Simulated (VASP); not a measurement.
Band structure of PdSb (relaxed from the CsCl type structure, space group Pm-3m). Computed with PBEsol GGA, VASP's PBE PAW potentials (set 64) (plane waves; VASP 6.6.1).

Unless said otherwise, spin-orbit coupling is left out, though it shifts the bands of the heavy elements here.

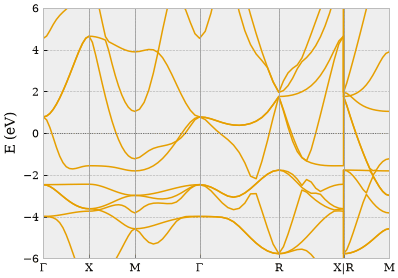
Bands along high-symmetry lines, zero at the valence-band maximum or, without a gap, the Fermi level

### Question
Read the plot: is there a gap, and where are the band edges?

### Answer
It has no gap at this level: it comes out as a metal or semimetal. (Edges off the drawn lines would not show.)

The structure was generated: PdSb was put into the CsCl type type (Pm-3m), which need not be its known phase. It was relaxed first, which changed the volume by -20 %. The electron count is odd and the run is not spin-polarised, which forces a metal.
